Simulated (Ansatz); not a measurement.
**InCl2(SiH3) (InSiH3Cl2): an energy map over two coordinates**

How does the energy of InCl2(SiH3) (Cl2H3InSi) change over two coordinates at once? A grid of runs gives the map.

Program: Ansatz 0.2.0. Level of theory: RKS B3LYP-D4/def2-SVP. These are calculated values, not measurements.

### Step 1. The system as given

7 atoms, charge 0, spin multiplicity 1.

Atoms are counted from 1 here; the program's logs count them from 0.

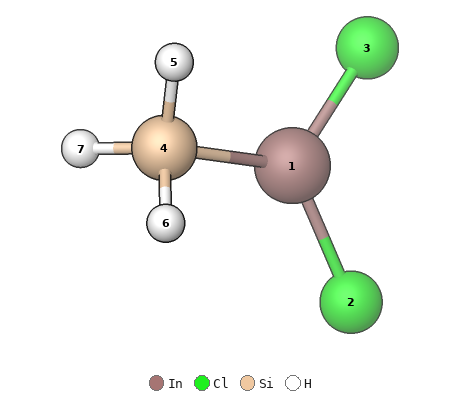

Start geometry, drawn with indium brown, chlorine green, silicon light orange, hydrogen white; atoms are numbered from 1 in the order of the file.

Geometry (Å):

```mol
Cl2H3InSi
  3D, bonds by distance, orders not assigned

  7  6  0  0  0  0  0  0  0  0999 V2000
    0.6420    1.1214    0.0076 In  0  0
    3.0057    1.3171    0.0429 Cl  0  0
   -0.3759    3.2635   -0.0303 Cl  0  0
   -0.6403   -1.1141    0.0030 Si  0  0
   -1.9740   -0.9143    0.6625 H   0  0
    0.1693   -2.1398    0.7421 H   0  0
   -0.8268   -1.5339   -1.4279 H   0  0
  1  2  8  0
  1  3  8  0
  1  4  8  0
  4  5  8  0
  4  6  8  0
  4  7  8  0
M  END
```

This geometry comes from a loose relaxation at PBE in a small basis, which is not shown.

### Step 3. Plan of the scan

First coordinate, umbrella angle at In1 (between each of its bonds and their common axis; 90 is planar): 11 values from 66.0 to 114.0 °. Second coordinate, change of the bonds In1–Cl2, In1–Cl3, In1–Si4, all alike: 11 values from −0.268 to 0.415 Å.

Nothing else is relaxed (all other coordinates rigid). Energies count from the relaxed molecule at the same level. Points are written as (first, second).

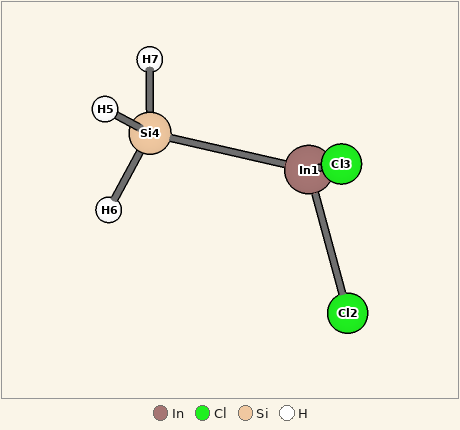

The geometry at (70.8°, 0.005 Å).

(The set-up runs are not shown.)

### Step 4. Grid point (90.0°, 0.005 Å)

Input file input.yaml:

```yaml
crystal:
  periodic: [false, false, false]
  atoms:
    - { symbol: In, position_ang: [0.642369, 1.121429, 0.011173] }
    - { symbol: Cl, position_ang: [3.00802, 1.320176, 0.047769] }
    - { symbol: Cl, position_ang: [-0.375496, 3.266045, -0.02532] }
    - { symbol: Si, position_ang: [-0.644511, -1.121661, 0.011128] }
    - { symbol: H, position_ang: [-1.965868, -0.921858, 0.66574] }
    - { symbol: H, position_ang: [0.157531, -2.138067, 0.744764] }
    - { symbol: H, position_ang: [-0.830007, -1.538135, -1.407039] }
basis:
  gaussian: { orbitals: def2-SVP }
hamiltonian:
  xc: { name: B3LYP }
  dispersion: d4
output:
  forces: true
```

The run is started by

```bash
ansatz run input.yaml --threads 1 --pin off --max-ram 2560MiB --backend cpu --events-out ev --progress --plain --runs-dir out
```

The session goes on with these runs: all other points of the grid.

Q: Predict the outcome of this session. Wanted: lowest point; highest computed point; largest force on an atom.

As calculated:

```
                       quantity                                                                         value
                   lowest point                                                 (90.0°, 0.005 Å), 0.05 kJ/mol
         highest computed point                                (66.0°, −0.268 Å), 283 kJ/mol above the lowest
largest force on an atom (eV/Å)  0.1 at (90.0°, 0.005 Å) to 7.0 at (66.0°, −0.268 Å); 0.1 at the lowest point
        time for the whole task                                               10 min on 1 thread, shared host
```

What this shows: The lowest computed point is at (90.0°, 0.005 Å), 0.05 kJ/mol from the relaxed molecule at the same level. The grid is coarse, so the true minimum lies between grid points and may sit elsewhere than the lowest one. No other kind of well shows on this grid. The highest computed point, (66.0°, −0.268 Å), lies 283 kJ/mol above the lowest. Round the minimum the two coordinates are nearly uncoupled.
